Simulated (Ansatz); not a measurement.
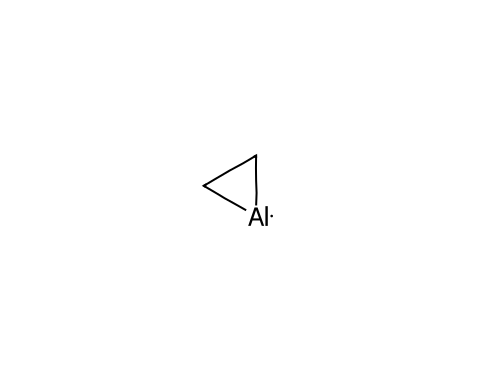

Structural formula above. State: neutral, doublet. The geometry was computed by an optimisation with PBE0-D4/def2-TZVP. No frequency run is at hand to confirm it as a minimum.

Describe the 3D structure.

It has 7 atoms: 2 carbon, 4 hydrogen and 1 aluminium (C₂H₄Al). SMILES: `[CH2]1[CH2][Al]1`. The point group is C2v. It is an open-shell species.

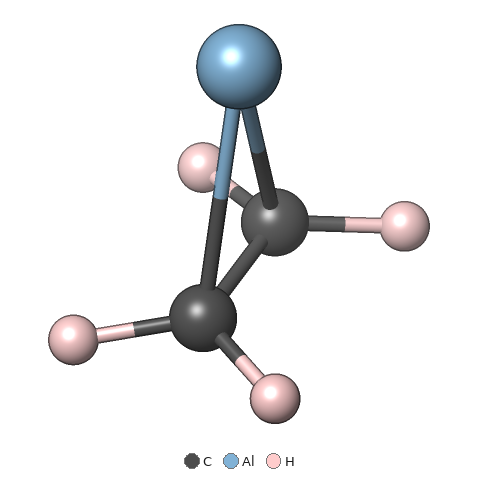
